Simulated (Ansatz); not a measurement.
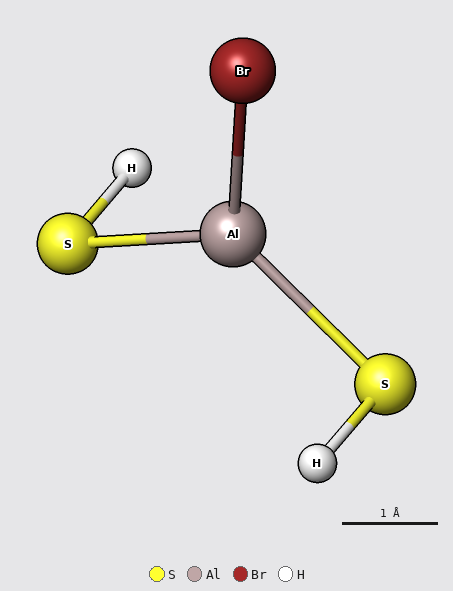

Fig. 1: The structure as given in the input (ball-and-stick view, seen at a tilt). Sticks mark near contacts. Bond lengths as drawn: Al–Br 2.37 Å, Al–S 2.22 to 2.25 Å and H–S 1.44 to 1.45 Å.

Geometry relaxation of AlH₂S₂Br

- system: AlH₂S₂Br
- method: UKS LDA/def2-SVP (Ansatz 0.2.0)

It belongs to a series of runs on one base structure; here: end point A relaxed.

## Input
```yaml
crystal:
  periodic: [false, false, false]
  atoms:
    - { symbol: S, position_ang: [-0.0077, 1.7224, -1.1278] }
    - { symbol: Al, position_ang: [-0.0054, -0.3069, -0.2212] }
    - { symbol: S, position_ang: [-0.0165, -0.5411, 2.02] }
    - { symbol: Br, position_ang: [0.1106, -2.2114, -1.621] }
    - { symbol: H, position_ang: [-1.4613, 1.7707, -1.1687] }
    - { symbol: H, position_ang: [1.4224, -0.4978, 2.0727] }
magnetization:
  spin_polarized: true
basis:
  gaussian: { orbitals: def2-SVP }
hamiltonian:
  xc: lda
relax:
  f_tol: 0.02
  max_steps: 50
output:
  orbitals: {}
```

Run on 2 threads of Arm Neoverse V1, 24 GiB of memory available, shared host.

Run as:
```bash
ansatz run input.yaml --threads 2 --pin off --max-ram 3072MiB --backend cpu --events-out ev --progress --plain --runs-dir out
```

## Log
```
The last accepted step is kept in [file] (removed where the run ends without a failure and the disk answers)
Engine: ansatz 0.2.0, aarch64-unknown-linux-gnu
Functional definition: SPW92
  exchange = slater_x
  correlation = pw_c
1064 factors; their error is unknown
mean field evaluation 1: about -98130.8303 eV, gradient 1.6e1 eV
mean field evaluation 2: about -98128.9376 eV, gradient 2.4e1 eV
mean field evaluation 4: about -98132.4202 eV, gradient 1.0e0 eV
mean field evaluation 8: about -98132.4278 eV, gradient 1.9e-2 eV
mean field evaluation 16: about -98132.3261 eV, gradient 1.8e-5 eV
mean field -98132.32613291 eV, -3606.2964689048 hartree, gradient 1.8e-5 eV, S^2 0.000000; 0 other end points of the search recorded, 0 dependent functions left out
the calculation of the forces begins
reference -98132.32616484 eV, -3606.2964700782 hartree; 41, 41 occupied and 55, 55 virtual orbitals, 1064 factors
relax step   1: F+E_penalty+E_count = -98132.32613291 eV  Δ(F+E_penalty+E_count) = +0.000e0 eV  max|allowed force component| = 1.699e0 eV/Å  Δτ_max = 0.0000 Å  (27 SCF iters, accepted)
these checks for a lower state are left out or cut short: starts, cluster_reference, orbital_swaps, neighbouring_geometries, increment
1064 factors; their error is unknown
mean field -98132.59328539 eV, -3606.3062865774 hartree, gradient 1.0e-5 eV, S^2 0.000000; 0 other end points of the search recorded, 0 dependent functions left out
[... from here on the field's lines of each further geometry are left out, up to the last ...]
relax step   2: F+E_penalty+E_count = -98132.59328539 eV  Δ(F+E_penalty+E_count) = -2.672e-1 eV  max|allowed force component| = 6.659e-1 eV/Å  Δτ_max = 0.1760 Å  (28 SCF iters, accepted)
relax step   3: F+E_penalty+E_count = -98132.61662198 eV  Δ(F+E_penalty+E_count) = -2.334e-2 eV  max|allowed force component| = 4.565e-2 eV/Å  Δτ_max = 0.0504 Å  (25 SCF iters, accepted)
relax step   4: F+E_penalty+E_count = -98132.63297537 eV  Δ(F+E_penalty+E_count) = -1.635e-2 eV  max|allowed force component| = 8.013e-2 eV/Å  Δτ_max = 0.0904 Å  (27 SCF iters, accepted)
relax step   5: F+E_penalty+E_count = -98132.65899062 eV  Δ(F+E_penalty+E_count) = -2.602e-2 eV  max|allowed force component| = 9.603e-1 eV/Å  Δτ_max = 0.1950 Å  (28 SCF iters, accepted)
relax step   6: F+E_penalty+E_count = -98132.74713024 eV  Δ(F+E_penalty+E_count) = -8.814e-2 eV  max|allowed force component| = 7.059e-1 eV/Å  Δτ_max = 0.1951 Å  (29 SCF iters, accepted)
relax step   7: F+E_penalty+E_count = -98132.82864552 eV  Δ(F+E_penalty+E_count) = -8.152e-2 eV  max|allowed force component| = 5.202e-1 eV/Å  Δτ_max = 0.1948 Å  (29 SCF iters, accepted)
relax step   8: F+E_penalty+E_count = -98132.89760426 eV  Δ(F+E_penalty+E_count) = -6.896e-2 eV  max|allowed force component| = 3.974e-1 eV/Å  Δτ_max = 0.1949 Å  (29 SCF iters, accepted)
relax step   9: F+E_penalty+E_count = -98132.94418167 eV  Δ(F+E_penalty+E_count) = -4.658e-2 eV  max|allowed force component| = 4.015e-1 eV/Å  Δτ_max = 0.1949 Å  (28 SCF iters, accepted)
relax step  10: F+E_penalty+E_count = -98132.96646321 eV  Δ(F+E_penalty+E_count) = -2.228e-2 eV  max|allowed force component| = 6.647e-1 eV/Å  Δτ_max = 0.1940 Å  (29 SCF iters, accepted)
relax step  11: F+E_penalty+E_count = -98133.00097930 eV  Δ(F+E_penalty+E_count) = -3.452e-2 eV  max|allowed force component| = 1.229e-1 eV/Å  Δτ_max = 0.2000 Å  (28 SCF iters, accepted)
relax step  12: F+E_penalty+E_count = -98133.00449406 eV  Δ(F+E_penalty+E_count) = -3.515e-3 eV  max|allowed force component| = 1.010e-1 eV/Å  Δτ_max = 0.0342 Å  (25 SCF iters, accepted)
relax step  13: F+E_penalty+E_count = -98132.96867542 eV  Δ(F+E_penalty+E_count) = +3.582e-2 eV  max|allowed force component| = 9.828e-1 eV/Å  Δτ_max = 0.1951 Å  (28 SCF iters, rejected (line search))
relax step  14: F+E_penalty+E_count = -98133.01009290 eV  Δ(F+E_penalty+E_count) = -5.599e-3 eV  max|allowed force component| = 1.747e-2 eV/Å  Δτ_max = 0.0975 Å  (27 SCF iters, accepted)
relax step  15: F+E_penalty+E_count = -98133.00912490 eV  Δ(F+E_penalty+E_count) = +9.680e-4 eV  max|allowed force component| = 2.199e-1 eV/Å  Δτ_max = 0.0825 Å  (26 SCF iters, rejected (line search))
relax step  16: F+E_penalty+E_count = -98133.01087901 eV  Δ(F+E_penalty+E_count) = -7.861e-4 eV  max|allowed force component| = 4.047e-2 eV/Å  Δτ_max = 0.0397 Å  (24 SCF iters, accepted)
relax step  17: F+E_penalty+E_count = -98133.01125987 eV  Δ(F+E_penalty+E_count) = -3.809e-4 eV  max|allowed force component| = 2.462e-3 eV/Å  Δτ_max = 0.0259 Å  (24 SCF iters, accepted)
the calculation of the forces begins
reference -98133.01136735 eV, -3606.3216508061 hartree; 41, 41 occupied and 55, 55 virtual orbitals, 1064 factors
relax step  18: F+E_penalty+E_count = -98133.01133685 eV  Δ(F+E_penalty+E_count) = -7.699e-5 eV  max|allowed force component| = 1.263e-2 eV/Å  Δτ_max = 0.0229 Å  (24 SCF iters, accepted)
1064 factors; their error is unknown
mean field evaluation 128: about -98133.1126 eV, gradient 1.3e-2 eV
```

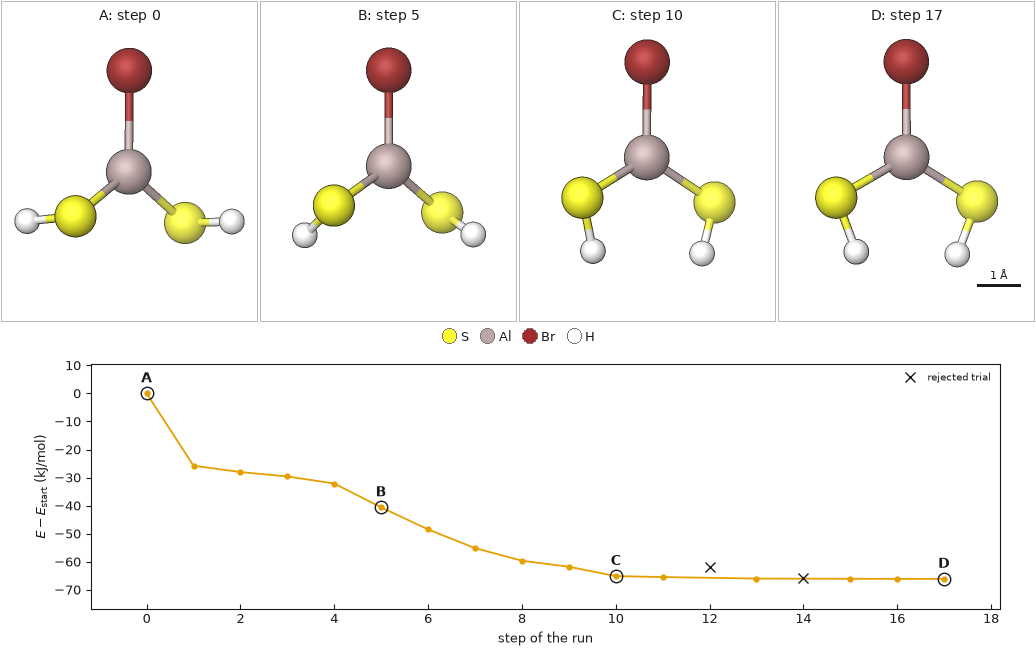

Fig. 2: Frames of the relaxation (ball-and-stick view, seen at a tilt) above the curves, on which the letters mark them (the first geometry is step 0 here and step 1 in the log).

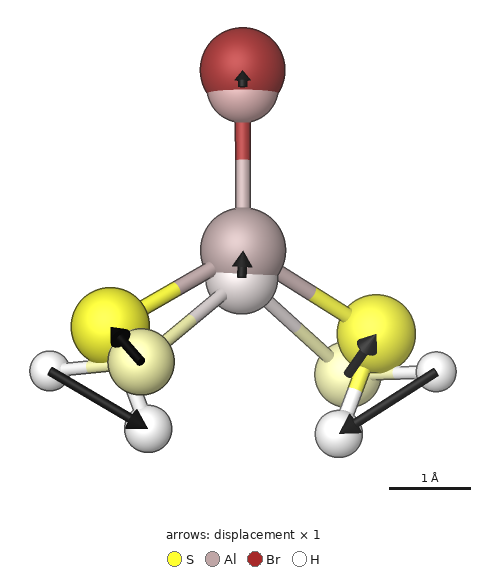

Fig. 3: Start (faint) and end (solid) with the displacements as black arrows, at true length (ball-and-stick view, seen at a tilt). The two geometries are laid on each other by the best rigid fit. After 17 geometry steps the energy has fallen by 66.1 kJ/mol. The largest force component goes from 1.7 to 0.013 eV/Å. The line search rejected the trial steps at points 12, 14 (counted from 0) and went back. The atom that moves furthest after the best rigid fit is H6 (1.44 Å). Largest moves by element: H 1.44 Å, S 0.75 Å, Al 0.34 Å, Br 0.21 Å. Distances before and after: Al2–Br4 2.366 → 2.233 Å, S1–H5 1.455 → 1.367 Å, Al2–S3 2.253 → 2.170 Å, S3–H6 1.441 → 1.367 Å. Among the angles that change: S1–Al2–S3 120.0° → 125.7°, S1–Al2–Br4 119.6° → 117.2°. (Atoms are counted from 1 in the order of the input.)

```
mean field -98133.01133686 eV, -3606.3216496853 hartree, gradient 3.6e-5 eV, S^2 0.000000; 1 other end points of the search recorded, 0 dependent functions left out
the calculation of the forces begins
reference -98133.01136735 eV, -3606.3216508061 hartree; 41, 41 occupied and 55, 55 virtual orbitals, 1064 factors
Total energy: -98133.01136735 eV, -3606.3216508061 hartree
Atom 0 at    -0.439828     1.318173    -1.364971 Å, force    -0.000055     0.009314     0.008931 eV/Å
Atom 1 at     0.031605    -0.579567    -0.424507 Å, force    -0.001194     0.003833     0.004924 eV/Å
Atom 2 at     0.435215    -0.879779     1.686241 Å, force    -0.000340     0.006548     0.003357 eV/Å
Atom 3 at     0.106531    -2.380755    -1.742728 Å, force     0.000477     0.000271    -0.000722 eV/Å
Atom 4 at    -0.360595     2.016081    -0.192340 Å, force     0.000123    -0.011017    -0.012627 eV/Å
Atom 5 at     0.269171     0.441748     1.992305 Å, force     0.000989    -0.008948    -0.003863 eV/Å
Dipole moment:    -0.016460     0.391669     0.286547 e Å
```

## Trajectory as extended XYZ (Å, eV, eV/Å), 16 of the 18 frames kept, from step=1 to step=18
```
6
Properties=species:S:1:pos:R:3:forces:R:3 step=1 energy=-98132.32613
S    -0.0077    1.7224   -1.1278   -1.6403  -0.3107  -0.0086
Al   -0.0054   -0.3069   -0.2212    0.1201  -0.6213  -0.1371
S    -0.0165   -0.5411    2.0200    1.3745  -0.0097  -0.6422
Br    0.1106   -2.2114   -1.6210   -0.0861   1.1236   0.8455
H    -1.4613    1.7707   -1.1687    1.6993  -0.1569   0.1080
H     1.4224   -0.4978    2.0727   -1.4675  -0.0249  -0.1656
6
Properties=species:S:1:pos:R:3:forces:R:3 step=2 energy=-98132.59328
S    -0.0028    1.7029   -1.1500   -0.6562  -0.0996   0.0219
Al    0.0072   -0.2738   -0.1951   -0.0026   0.1369   0.2055
S    -0.0296   -0.5761    1.9867    0.5685   0.0448  -0.2193
Br    0.1050   -2.0799   -1.5040    0.0003  -0.0982  -0.0743
H    -1.4002    1.6662   -1.1313    0.6659   0.0206   0.0295
H     1.3625   -0.5034    1.9476   -0.5760  -0.0044   0.0367
6
Properties=species:S:1:pos:R:3:forces:R:3 step=3 energy=-98132.61662
S    -0.0071    1.6902   -1.1502   -0.0011  -0.0218  -0.0456
Al    0.0089   -0.2822   -0.2030    0.0222   0.0309   0.0224
S    -0.0269   -0.5735    1.9651    0.0021  -0.0386  -0.0060
Br    0.1027   -2.0922   -1.5161   -0.0035  -0.0365  -0.0291
H    -1.3739    1.6626   -1.0885    0.0032   0.0266   0.0434
H     1.3385   -0.4689    1.9467   -0.0228   0.0393   0.0150
6
Properties=species:S:1:pos:R:3:forces:R:3 step=4 energy=-98132.63298
S     0.0029    1.6604   -1.1765   -0.0109  -0.0264  -0.0733
Al    0.0147   -0.3085   -0.2240    0.0092  -0.0070  -0.0239
S    -0.0381   -0.5997    1.9421   -0.0083  -0.0700   0.0128
Br    0.1033   -2.1209   -1.5382    0.0009  -0.0066  -0.0051
H    -1.3554    1.6935   -1.0056    0.0368   0.0342   0.0801
H     1.3146   -0.3889    1.9563   -0.0277   0.0759   0.0094
6
Properties=species:S:1:pos:R:3:forces:R:3 step=6 energy=-98132.74713
S     0.0001    1.5333   -1.2873   -0.6297   0.0963   0.2562
Al    0.0311   -0.4136   -0.2992   -0.0546  -0.0501  -0.1015
S    -0.0482   -0.7287    1.8568    0.5751   0.2373   0.0522
Br    0.1117   -2.2237   -1.6160    0.0192  -0.0059  -0.0008
H    -1.2214    1.8232   -0.6685    0.7059  -0.1062  -0.1782
H     1.1688   -0.0546    1.9682   -0.6160  -0.1713  -0.0279
6
Properties=species:S:1:pos:R:3:forces:R:3 step=7 energy=-98132.82865
S    -0.0305    1.4838   -1.3113   -0.4575   0.1058   0.2547
Al    0.0261   -0.4651   -0.3391   -0.0134  -0.0403  -0.1017
S    -0.0182   -0.7669    1.8152    0.4649   0.2649   0.0998
Br    0.1130   -2.2718   -1.6581    0.0085   0.0000   0.0060
H    -1.1079    1.8547   -0.5133    0.5178  -0.1008  -0.2003
H     1.0597    0.1011    1.9607   -0.5202  -0.2296  -0.0585
6
Properties=species:S:1:pos:R:3:forces:R:3 step=8 energy=-98132.89760
S    -0.0759    1.4388   -1.3253   -0.3435   0.1588   0.2627
Al    0.0289   -0.5086   -0.3675   -0.0309  -0.0633  -0.1443
S     0.0255   -0.8035    1.7801    0.3297   0.2517   0.1470
Br    0.1152   -2.3115   -1.6893    0.0086   0.0036   0.0040
H    -0.9787    1.8829   -0.3701    0.3974  -0.1214  -0.2444
H     0.9271    0.2378    1.9261   -0.3613  -0.2293  -0.0250
6
Properties=species:S:1:pos:R:3:forces:R:3 step=9 energy=-98132.94418
S    -0.1345    1.4044   -1.3427   -0.3047   0.1794   0.4015
Al    0.0262   -0.5440   -0.3990    0.0014  -0.0673  -0.1668
S     0.0858   -0.8256    1.7479    0.2898   0.3429   0.1683
Br    0.1126   -2.3466   -1.7246   -0.0017   0.0404   0.0419
H    -0.8324    1.8863   -0.2414    0.3296  -0.1391  -0.3865
H     0.7844    0.3614    1.9139   -0.3144  -0.3564  -0.0583
6
Properties=species:S:1:pos:R:3:forces:R:3 step=10 energy=-98132.96646
S    -0.1984    1.3800   -1.3384   -0.2117   0.1655   0.4855
Al    0.0291   -0.5753   -0.4168   -0.0231  -0.0478  -0.0105
S     0.1617   -0.8560    1.7351    0.2688   0.6647  -0.0143
Br    0.1139   -2.3760   -1.7393    0.0002   0.0254   0.0080
H    -0.6883    1.9064   -0.1474    0.2312  -0.1814  -0.4735
H     0.6240    0.4568    1.8608   -0.2655  -0.6264   0.0047
6
Properties=species:S:1:pos:R:3:forces:R:3 step=11 energy=-98133.00098
S    -0.2923    1.3411   -1.3700   -0.0556  -0.0261  -0.0192
Al   -0.0082   -0.5860   -0.4114    0.1229   0.1031   0.0459
S     0.3277   -0.8862    1.7137   -0.0362  -0.0354  -0.0206
Br    0.1108   -2.3636   -1.7479   -0.0292  -0.0883  -0.0374
H    -0.5464    1.9792   -0.1906    0.0181   0.0254   0.0366
H     0.4506    0.4513    1.9602   -0.0200   0.0213  -0.0055
6
Properties=species:S:1:pos:R:3:forces:R:3 step=12 energy=-98133.00449
S    -0.3178    1.3383   -1.3673   -0.0315  -0.0547  -0.0947
Al    0.0021   -0.5853   -0.4152    0.0912   0.0690   0.0408
S     0.3412   -0.8833    1.7091   -0.0280  -0.0726  -0.0302
Br    0.1100   -2.3686   -1.7473   -0.0217  -0.0673  -0.0298
H    -0.5133    1.9795   -0.1822    0.0026   0.0623   0.1010
H     0.4198    0.4554    1.9568   -0.0126   0.0634   0.0129
6
Properties=species:S:1:pos:R:3:forces:R:3 step=13 energy=-98132.96867 accepted=F
S    -0.4766    1.3063   -1.3860    0.1738   0.4355   0.9828
Al    0.0443   -0.5783   -0.4267   -0.0750   0.0648  -0.0503
S     0.4399   -0.8961    1.6844   -0.0934   0.7824   0.1484
Br    0.1096   -2.3806   -1.7431    0.0145  -0.0246  -0.0132
H    -0.3248    2.0298   -0.1795   -0.1249  -0.5070  -0.8960
H     0.2497    0.4549    2.0049    0.1050  -0.7511  -0.1717
6
Properties=species:S:1:pos:R:3:forces:R:3 step=15 energy=-98133.00912 accepted=F
S    -0.4434    1.3193   -1.3689    0.0289   0.0877   0.2199
Al    0.0337   -0.5776   -0.4255   -0.0161  -0.0207  -0.0383
S     0.4286   -0.8835    1.6858   -0.0190   0.2124   0.0418
Br    0.1085   -2.3831   -1.7419    0.0011   0.0240   0.0134
H    -0.3584    2.0120   -0.1831   -0.0179  -0.1024  -0.2000
H     0.2731    0.4489    1.9876    0.0229  -0.2010  -0.0369
6
Properties=species:S:1:pos:R:3:forces:R:3 step=16 energy=-98133.01088
S    -0.4054    1.3250   -1.3679   -0.0064   0.0030   0.0160
Al    0.0283   -0.5807   -0.4243    0.0081   0.0022  -0.0039
S     0.4028   -0.8831    1.6916   -0.0019   0.0371   0.0072
Br    0.1072   -2.3817   -1.7437   -0.0031   0.0082   0.0056
H    -0.4062    2.0052   -0.1820    0.0056  -0.0101  -0.0176
H     0.3154    0.4512    1.9804   -0.0023  -0.0405  -0.0072
6
Properties=species:S:1:pos:R:3:forces:R:3 step=17 energy=-98133.01126
S    -0.4247    1.3211   -1.3673   -0.0018  -0.0010   0.0002
Al    0.0310   -0.5792   -0.4241    0.0000   0.0001   0.0000
S     0.4195   -0.8818    1.6892    0.0017  -0.0007  -0.0009
Br    0.1067   -2.3801   -1.7428    0.0000   0.0008   0.0006
H    -0.3816    2.0105   -0.1885    0.0025   0.0006  -0.0006
H     0.2912    0.4453    1.9875   -0.0024   0.0001   0.0008
6
Properties=species:S:1:pos:R:3:forces:R:3 step=18 energy=-98133.01134
S    -0.4398    1.3182   -1.3650   -0.0001   0.0093   0.0089
Al    0.0316   -0.5796   -0.4245   -0.0012   0.0038   0.0049
S     0.4352   -0.8798    1.6862   -0.0003   0.0065   0.0034
Br    0.1065   -2.3808   -1.7427    0.0005   0.0003  -0.0007
H    -0.3606    2.0161   -0.1923    0.0001  -0.0110  -0.0126
H     0.2692    0.4417    1.9923    0.0010  -0.0089  -0.0039
```

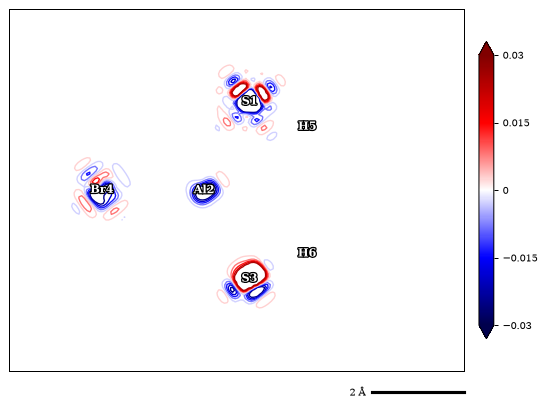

Fig. 4: The HOMO−1 (α) on the molecular plane (values in Å⁻³ᐟ²; the overall sign is arbitrary). Its energy is −6.99 eV.

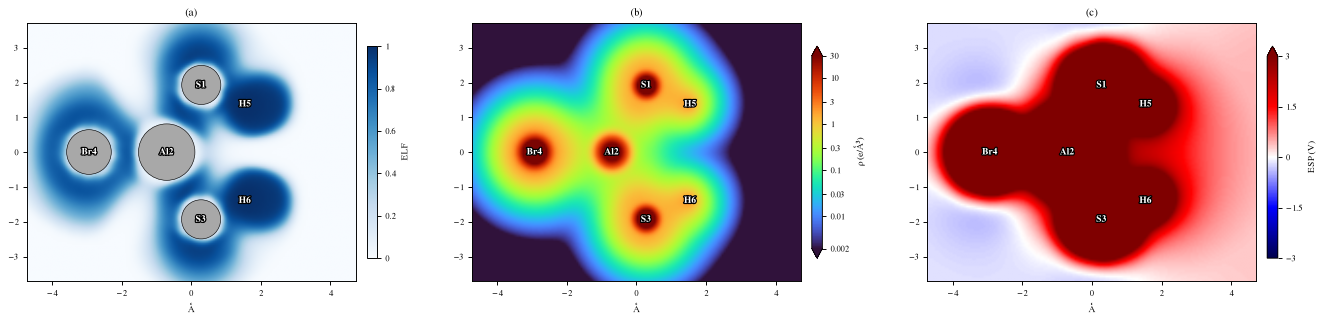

Fig. 5: (a) ELF; (b) total electron density; (c) molecular electrostatic potential on the molecular plane. Grey discs, where drawn, cover atomic cores. The section cuts through S, Al, Br and H sites. Al–S (2.17 Å): ρ is about 0.68 e/Å³ halfway; the ELF peaks at about 0.90 in the valence shell of S, 1.0 Å from its nucleus, and is about 0.90 at the midpoint. Al–Br (2.23 Å): ρ is about 0.66 e/Å³ halfway; the ELF peaks at about 0.85 in the valence shell of Br, 1.1 Å from its nucleus, and is about 0.85 at the midpoint. S–H (1.37 Å): ρ is about 1.4 e/Å³ halfway; the ELF climbs to about 1 towards the hydrogen, as it does in any bond to H.

## Summary

| quantity | value |
| --- | --- |
| outcome | converged |
| total energy | −98133.0114 eV |
| mean-field energy | −98133.0114 eV |
| largest force (length of the vector) at the end | 0.017 eV/Å |
| wall time | 28 s (CPU time 54 s) |
| peak memory | 0.15 GiB |
